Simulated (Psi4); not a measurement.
# Si3H8 (trisilane): OMP2/6-31G(d) (density fitting for correlation, spherical functions)

What is the vertical singlet–triplet gap of Si3H8 (trisilane) at OMP2/6-31G* (density fitting for correlation, spherical functions)? 

The calculation is run with Psi4 1.11.

2 further runs of the same task are left out: 2 set aside as unsound or not needed.

## Step 1: The molecule

Si3H8: 11 atoms, total charge 0, spin state singlet. SMILES: `[SiH3][SiH2][SiH3]`. The coordinates come from a PBE0-D4/def2-TZVP relaxation.

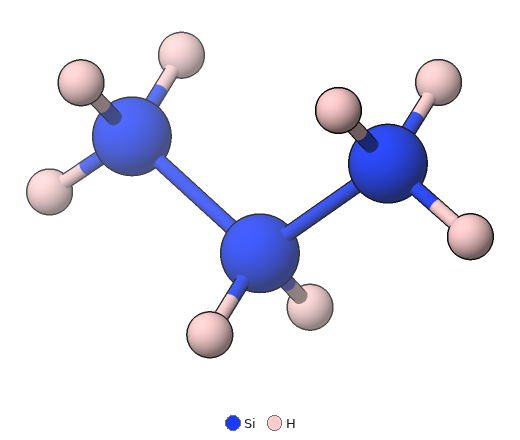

The structure, seen from a chosen angle (silicon blue, hydrogen pink).

## Step 2: A single-point energy at OMP2/6-31G(d) (density fitting for correlation, spherical functions)

The input, job.py:

```python
import psi4

psi4.set_memory(2200000000)
psi4.set_num_threads(1)
psi4.core.set_output_file('run.log', False)

geom = psi4.geometry("""
0 1
Si
Si 1 2.338317
Si 2 2.338307 1 110.38789
H 1 1.487629 2 111.23392 3 179.99075
H 1 1.487755 4 108.71795 2 121.00163
H 1 1.487749 4 108.71749 5 117.98517
H 2 1.490174 3 109.57709 1 120.7585
H 2 1.490176 7 108.11022 1 119.37557
H 3 1.487758 2 109.78916 7 -179.46986
H 3 1.487756 9 108.53752 2 120.00969
H 3 1.487625 10 108.71757 9 -118.09868
units angstrom
symmetry c1
no_reorient
no_com
""")

psi4.set_options(dict(basis='6-31G*', puream=True, e_convergence=1e-09, d_convergence=1e-08, scf_type='pk', num_frozen_docc=15))

energy_value, wavefunction = psi4.energy('omp2', return_wfn=True)
print(f'total energy {energy_value:.8f} hartree = {energy_value * 27.211386:.5f} eV')
for k, v in sorted(psi4.core.scalar_variables().items()):
    print(f'{k:45s} {v:18.10f}')
```

Started as:

```
python job.py
```

run.log:

```text
[...]
  Running in c1 symmetry.
[...]
  Nuclear repulsion =  193.117816004101229
[...]
  Multiplicity = 1
[...]
  Nalpha       = 25
  Nbeta        = 25
[...]
    Number of basis functions: 70
[...]
   @RHF iter   1:  -871.33083659932834   -8.42167e-01   2.51431e-03 DIIS/ADIIS
[...]
   @RHF iter   9:  -871.38249846546967   -3.54703e-11   8.65698e-09 DIIS
[...]
    Orbital Energies [Eh]
    ---------------------
    Doubly Occupied:
       1A    -68.754540     2A    -68.754531     3A    -68.747666
       4A     -6.121095     5A     -6.121093     6A     -6.115891
       7A     -4.226190     8A     -4.226187     9A     -4.226178
      10A     -4.226175    11A     -4.225972    12A     -4.225958
      13A     -4.220926    14A     -4.220729    15A     -4.220602
      16A     -0.771247    17A     -0.716564    18A     -0.653553
      19A     -0.508032    20A     -0.494469    21A     -0.484291
      22A     -0.483670    23A     -0.468232    24A     -0.422960
      25A     -0.384894
[...]
  @RHF Final Energy:  -871.38249846546967
   => Energetics <=
    Nuclear Repulsion Energy =            193.1178160041012291
    One-Electron Energy =               -1592.9573393864679929
    Two-Electron Energy =                 528.4570249168970122
    Total Energy =                       -871.3824984654696664
[...]
 Multipole Moments:
 ------------------------------------------------------------------------------------
     Multipole            Electronic (a.u.)      Nuclear  (a.u.)        Total (a.u.)
 ------------------------------------------------------------------------------------
 L = 1.  Multiply by 2.5417464519 to convert [e a0] to [Debye]
 Dipole X            :          0.0003041           -0.0002493            0.0000548
 Dipole Y            :          0.7018900           -0.6689757            0.0329143
 Dipole Z            :          0.4879424           -0.4650621            0.0228803
 Magnitude           :                                                    0.0400856
[...]
	Warning: cc_lambda option is changed to TRUE
	For this residual convergence, default PCG convergence is:     1.00e-07
[...]
	DF-MP2 Total Energy (a.u.)         :  -871.62000179687777
[...]
	DF-MP2 Total Energy (a.u.)         :  -871.62428131453612
[...]
	DF-OMP2 Total Energy (a.u.)        :  -871.62428131453817
[...]
```

On the terminal:

```text
total energy -871.62428131 hartree = -23718.10477 eV
CURRENT CORRELATION ENERGY                         -0.2417828491
CURRENT ENERGY                                   -871.6242813145
CURRENT REFERENCE ENERGY                         -871.3824984655
DD SOLVATION ENERGY                                 0.0000000000
HF KINETIC ENERGY                                 871.9733811781
HF POTENTIAL ENERGY                             -1743.3558796436
HF TOTAL ENERGY                                  -871.3824984655
HF VIRIAL RATIO                                     1.9993223615
MP2 CORRELATION ENERGY                             -0.2375033314
MP2 DOUBLES ENERGY                                 -0.2375033314
MP2 SINGLES ENERGY                                  0.0000000000
MP2 TOTAL ENERGY                                 -871.6200017969
NUCLEAR REPULSION ENERGY                          193.1178160041
OMP2 CORRELATION ENERGY                            -0.2417828491
OMP2 REFERENCE CORRECTION ENERGY                    0.0038545071
OMP2 TOTAL ENERGY                                -871.6242813145
ONE-ELECTRON ENERGY                             -1592.9573393865
PCM POLARIZATION ENERGY                             0.0000000000
PE ENERGY                                           0.0000000000
SCF ITERATION ENERGY                             -871.3824984655
SCF ITERATIONS                                      9.0000000000
SCF TOTAL ENERGY                                 -871.3824984655
SCS(N)-MP2 CORRELATION ENERGY                     871.3824984655
SCS(N)-MP2 TOTAL ENERGY                             0.0000000000
SCS(N)-OMP2 CORRELATION ENERGY                    871.3824984655
SCS(N)-OMP2 TOTAL ENERGY                            0.0000000000
SCS-MP2 CORRELATION ENERGY                        871.3824984655
SCS-MP2 TOTAL ENERGY                                0.0000000000
SCS-OMP2 CORRELATION ENERGY                       871.3824984655
SCS-OMP2 TOTAL ENERGY                               0.0000000000
SOS-MP2 CORRELATION ENERGY                        871.3824984655
SOS-MP2 TOTAL ENERGY                                0.0000000000
SOS-OMP2 CORRELATION ENERGY                       871.3824984655
SOS-OMP2 TOTAL ENERGY                               0.0000000000
TWO-ELECTRON ENERGY                               528.4570249169
```

It took 14 s on 1 thread of AMD EPYC 7R43 (Zen 3), shared host; peak memory 0.27 GiB.

## Step 3: The triplet

The input, h8si3.dat:

```
memory 2200 MB

molecule {
  0 3
  Si    -2.44260330     2.58274539    -0.99261644
  Si    -0.87413061    -1.52557590    -0.55996365
  Si     3.08390075    -1.46340391     1.40359408
  H     -4.96213734     2.58461622    -2.23955222
  H     -0.66901974     4.12043443    -2.53992419
  H     -2.68821100     3.77962232     1.53944649
  H     -0.64893195    -2.72150798    -3.09945320
  H     -2.66523193    -3.06286810     0.97583567
  H      2.86473032    -0.29279417     3.95034018
  H      4.88271216     0.06005550    -0.12859586
  H      4.11886596    -4.06132380     1.69087024
  units au
  symmetry c1
  no_reorient
  no_com
}

set {
  basis 6-31G*
  reference uhf
  puream true
  e_convergence 1e-09
  d_convergence 1e-08
  scf_type pk
  num_frozen_docc 15
  maxiter 100
}

energy("omp2")
```

Started as:

```
psi4 h8si3.dat h8si3.out -n 1
```

h8si3.out:

```text
[...]
  Running in c1 symmetry.
[...]
  Nuclear repulsion =  193.117837226625340
[...]
  Multiplicity = 3
[...]
  Nalpha       = 26
  Nbeta        = 24
[...]
    Number of basis functions: 70
[...]
   @UHF iter   1:  -871.07437869653336   -5.85708e-01   2.56035e-03 DIIS/ADIIS
[...]
   @UHF iter  18:  -871.13660394757551   -3.00133e-11   8.90461e-09 DIIS
[...]
   @S^2 Observed:                2.012831775E+00
[...]
    Orbital Energies [Eh]
    ---------------------
    Alpha Occupied:
       1A    -68.787116     2A    -68.778444     3A    -68.778432
       4A     -6.153585     5A     -6.144051     6A     -6.144041
       7A     -4.264514     8A     -4.256245     9A     -4.255663
      10A     -4.253487    11A     -4.253474    12A     -4.246823
      13A     -4.246814    14A     -4.246515    15A     -4.246504
      16A     -0.820446    17A     -0.748315    18A     -0.677098
      19A     -0.526940    20A     -0.518881    21A     -0.502730
      22A     -0.495377    23A     -0.482904    24A     -0.460871
      25A     -0.460800    26A     -0.120373
    Alpha Virtual:
[...]
  @UHF Final Energy:  -871.13660394757551
   => Energetics <=
    Nuclear Repulsion Energy =            193.1178372266253405
    One-Electron Energy =               -1591.7319988573731280
    Two-Electron Energy =                 527.4775576831722219
    Total Energy =                       -871.1366039475755088
  UHF NO Occupations:
  HONO-2 :   24  A 1.9975989
  HONO-1 :   25  A 1.0000000
[...]
 Multipole Moments:
 ------------------------------------------------------------------------------------
     Multipole            Electronic (a.u.)      Nuclear  (a.u.)        Total (a.u.)
 ------------------------------------------------------------------------------------
 L = 1.  Multiply by 2.5417464519 to convert [e a0] to [Debye]
 Dipole X            :          3.0271611           -3.0268878            0.0002733
 Dipole Y            :          5.2815677           -5.2810475            0.0005202
 Dipole Z            :          1.9367696           -1.9368370           -0.0000675
 Magnitude           :                                                    0.0005915
[...]
	Warning: cc_lambda option is changed to TRUE
	For this residual convergence, default PCG convergence is:     1.00e-07
[...]
	DF-SCS-MP2 Total Energy (a.u.)     :  -871.38698708230845
	DF-SOS-MP2 Total Energy (a.u.)     :  -871.39325960567965
[...]
	DF-SCS-OMP2 Total Energy (a.u.)    :  -871.39194851783373
	DF-SOS-OMP2 Total Energy (a.u.)    :  -871.37729823409074
	DF-SCS(N)-OMP2 Total Energy (a.u.) :  -871.20808112573195
[...]
	DF-OMP2 Total Energy (a.u.)        :  -871.38015398416394
[...]
```

Wall time 32 s (1 thread of AMD EPYC 7R43 (Zen 3), shared host); peak memory 0.27 GiB.

## Step 4: Outcome

Level: OMP2/6-31G* (density fitting for correlation, spherical functions), 15 core orbitals frozen.

| quantity | value |
| --- | --- |
| singlet: total energy | -871.62428 Eh |
| singlet: HOMO energy (Hartree–Fock orbitals) | -10.47 eV |
| singlet: LUMO energy (Hartree–Fock orbitals) | 3.26 eV |
| singlet: HOMO–LUMO gap (Hartree–Fock orbitals) | 13.74 eV |
| singlet: correlation energy (15 core orbitals frozen) | -241.8 mEh |
| triplet: total energy | -871.38015 Eh |
| triplet: HOMO energy (Hartree–Fock orbitals) (highest over α and β) | -3.28 eV |
| triplet: LUMO energy (Hartree–Fock orbitals) (lowest over α and β) | -2.64 eV |
| triplet: correlation energy (15 core orbitals frozen) | -243.6 mEh |
| triplet: ⟨S²⟩ of the reference determinant | 2.013 |
| vertical energy of the triplet above the singlet | 6.643 eV |

In words: At this shape the triplet lies 6.64 eV (641 kJ/mol) above the singlet.
